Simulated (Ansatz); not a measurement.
AlRu3 (Fm-3m): the Drude term of Re ε in the infrared

Re ε of AlRu3 (Fm-3m) at low photon energies is read from one computed spectrum; the carriers' damping was typed as γ = 0.03 eV.

Cell: a, b, c = 4.293, 4.293, 4.293 Å (primitive vectors), 4 atoms.

Method: Ansatz 0.2.0, PBE, independent particles, k-mesh 11×11×11 with interpolation inside its cells, Gaussian parameter 0.15 eV.

Launch of the response step: `ansatz run input.yaml --threads 2 --pin off --max-ram 5120MiB --backend cpu --events-out ev --progress --plain --runs-dir out`. The run took 80 s, on 2 threads of Arm Neoverse V2, with other jobs on the host.

```
photon energy E (eV)  wavelength (µm)   Re ε
                0.25             4.96  -58.7
                0.30             4.13      ?
                0.35             3.54  -25.4
                0.40             3.10  -20.2
                0.50             2.48  -11.0
                0.60             2.07   -0.3
                0.70             1.77   11.2
```

A Drude term over a constant background gives Re ε = ε_b − ωp²/(E² + γ²), linear in 1/(E² + γ²).

Working, on the rows shown:

| x = 1/(E² + γ²) (eV⁻²) | y = Re ε |
| --- | --- |
| 15.7729 | -58.7 |
| 8.10373 | -25.4 |
| 6.21504 | -20.2 |
| 3.98565 | -11 |
| 2.77085 | -0.3 |
| 2.03707 | 11.2 |

Means: x̄ = 6.4809, ȳ = -17.4. Σ(x − x̄)(y − ȳ) = -602.5, Σ(x − x̄)² = 128.8. Slope = -602.5 / 128.8 = -4.678; intercept = ȳ − slope · x̄ = 12.92. The line misses the rows shown by at most 7.8.

**Question.** Predict the last column of the withheld row from the fit.

**Answer.** At x = 11.001 the line gives y = -38.548. The run gave -35.3, so the interpolation is off by 3.2, 5 % of the range in the table. The law describes these rows poorly: it misses even the rows shown by over a tenth of the range.

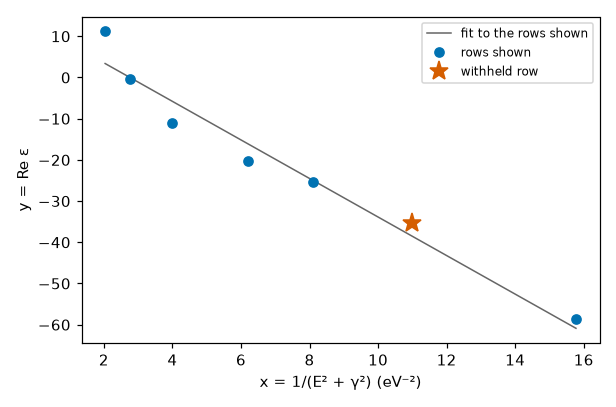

Refitted with all rows, the slope is -4.592 and the intercept 12.771. These give ωp = √(−slope) = 2.14 eV, against 3.16 eV from the program's Fermi-surface sum, and an intercept of 12.8. Taking the program's Drude term off the rows leaves 99 at the lowest energy and 32 at the highest, so the background isn't constant: interband transitions lie in or near the window, and neither fitted number can be trusted. The structure is a model and need not exist. The values come from a sum over the points of one k-mesh and carry its error, which is largest for Fermi-surface quantities. Spin-orbit coupling is left out.

[Logs are printed without paths, hosts, clocks, repeated set-up lines and the standing remarks that a program may print on its own settings, such as how far it seeks lower states.]
